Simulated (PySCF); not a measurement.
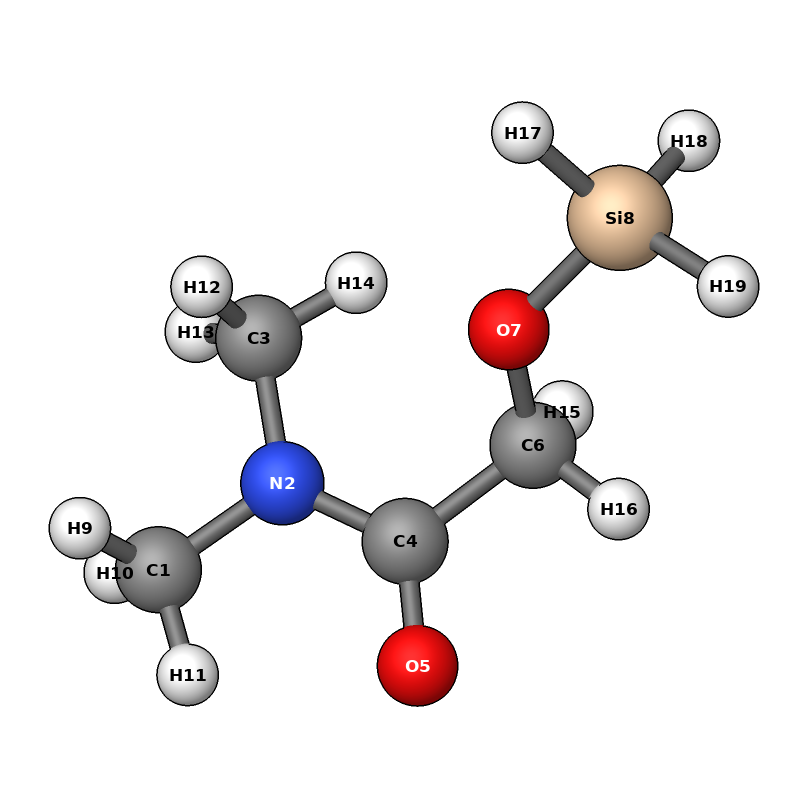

Computed geometry: GFN2-xTB optimisation. No frequency run is at hand to confirm it as a minimum. Properties computed with GIAO PBE0/pcSseg-1 NMR shielding, non-relativistic, gas phase (PySCF 2.14.0). Principal shieldings σ11 ≤ σ22 ≤ σ33, span Ω = σ33 − σ11, skew κ = 3(σiso − σ22)/Ω.

Give the shielding tensors of the N atoms.

| atom | σ11 | σ22 | σ33 | σiso | Ω | κ |
| --- | --- | --- | --- | --- | --- | --- |
| N2 | 38.6 | 176.9 | 226.4 | 147.3 | 187.8 | −0.47 |

Shieldings and span in ppm.

The geometry is semi-empirical. Around Si such bond lengths and angles can be off by a tenth of an ångström or more and by several degrees, and values that hang on the shape move with them.
